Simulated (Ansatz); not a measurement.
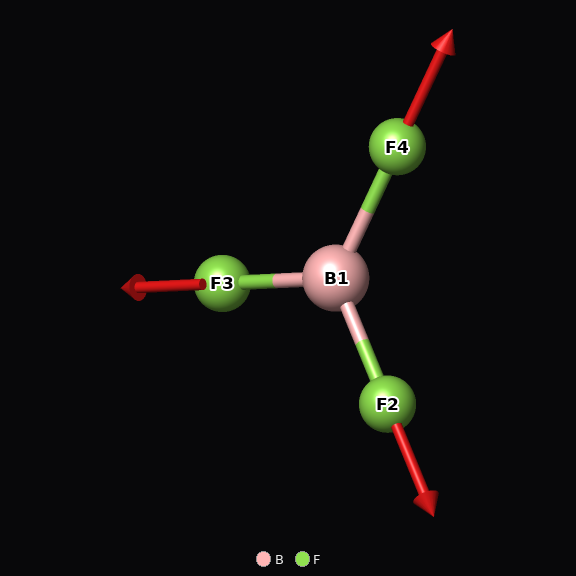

The arrows show one normal mode. Harmonic vibrations computed with RKS PBE0-D4/def2-TZVP (Ansatz 0.2.0) at a stationary point of the same level.

### What kind of motion is it?

Mostly in-phase stretching of 3 B–F bonds.

### Estimate its harmonic wavenumber.

897 cm⁻¹; it is mode 4 of 6 counted from the lowest.
